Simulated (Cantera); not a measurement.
Feed: 1 mol Fe, a varied amount of H₂S, 12 mol H₂, at 1698.15 K and 76.0 mbar.

Method: chemical equilibrium by Gibbs-energy minimisation in Cantera with the NASA 1993 tables (ideal gas, pure condensed phases). Candidate condensed phases: Fe, FeS, FeS₂, S; 8 gas species. Metal and sulfide melt together well below either melting point, which pure phases cannot show. Mutual solubility and eutectic melting of coexisting phases are not modelled. FeS: taken at fixed stoichiometry. Kinetics and transport are ignored.

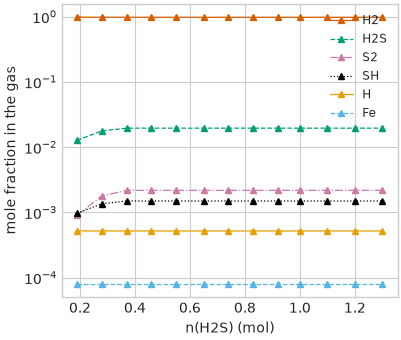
Fig. 1. Equilibrium gas composition (values under 1e-9 drawn at 1e-9)

### Question
Read off the mole fractions at 0.28 mol H₂S.

### Answer
H₂ about 0.98, H₂S about 0.018, S₂ about 0.0018, SH about 0.0014, H about 0.00052, Fe about 8.0e-5.
